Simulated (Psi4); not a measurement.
Interaction energy of COS ··· H2Se (SMILES O=C=S and [SeH2]). Monomers: optimised at B3LYP-D3(BJ) (def2-TZVP), held rigid. Orientation: lowest of the rigid-body minima from ten starts at GFN2-xTB. R is the distance of the centres of mass, along which the second monomer moves.

Computed with SAPT0/jun-cc-pVDZ, frozen core run with Psi4.

Components in kcal/mol:

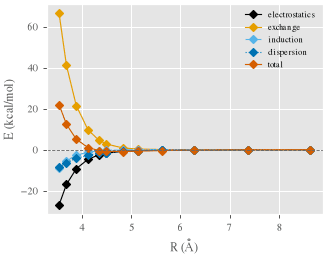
*Components of the interaction energy.*

| R / Å | electrostatics | exchange | induction | dispersion | total |
|---|---|---|---|---|---|
| 3.53 | -26.93 | 66.48 | -8.98 | -8.59 | 21.97 |
| 3.68 | -16.98 | 41.12 | -5.43 | -6.33 | 12.38 |
| 3.88 | -9.30 | 21.41 | -2.78 | -4.27 | 5.06 |
| 4.12 | -4.65 | 9.63 | -1.25 | -2.73 | 1.00 |
| 4.34 | -2.55 | 4.56 | -0.61 | -1.85 | -0.45 |
| 4.49 | -1.74 | 2.72 | -0.37 | -1.43 | -0.82 |
| 4.83 | -0.80 | 0.83 | -0.13 | -0.83 | -0.93 |
| 5.13 | -0.45 | 0.29 | -0.05 | -0.53 | -0.75 |
| 5.63 | -0.22 | 0.05 | -0.01 | -0.27 | -0.45 |
| 6.28 | -0.10 | 0.00 | 0.00 | -0.12 | -0.22 |
| 7.36 | -0.04 | 0.00 | 0.00 | -0.04 | -0.08 |
| 8.63 | -0.01 | 0.00 | 0.00 | -0.01 | -0.03 |
